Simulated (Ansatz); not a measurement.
## What Be → Ba does to Be

The parent structure is Be in the hcp (Mg type) structure (space group P6_3/mmc, No. 194; a = 2.2568 Å, c = 3.5525 Å).

Now apply this change: full substitution Be → Ba; the structure is relaxed again.

Computed with PBEsol/PAW in Ansatz (a first-principles code), no SOC, earlier PAW set. Γ-centred 12×12×7 mesh, Fermi–Dirac width 0.05 eV, for the changed cell.

```
quantity                                     base             changed        shift
-----------------------------  ------------------  ------------------  -----------
volume per atom                           7.83 Å³            57.92 Å³    +50.09 Å³
density                                1.91 g/cm³          3.94 g/cm³  +2.03 g/cm³
lattice parameter a                       2.257 Å             4.341 Å    +2.0846 Å
c/a ratio                                   1.574               1.635       +0.061
space group                    P6_3/mmc (No. 194)  P6_3/mmc (No. 194)            –
shortest interatomic distance             2.203 Å             4.341 Å    +2.1385 Å
band gap                                     zero                zero            –
```

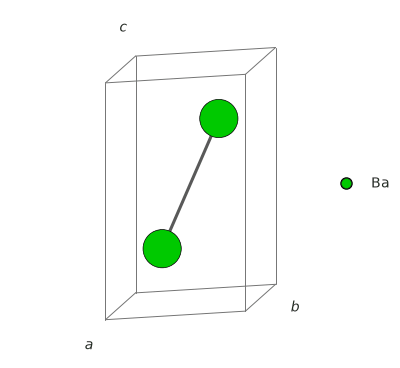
Figure. The relaxed conventional cell after the change

Stability against distortions was not tested. As relaxed here, Ba is a hypothetical phase, not in the database extracts checked.
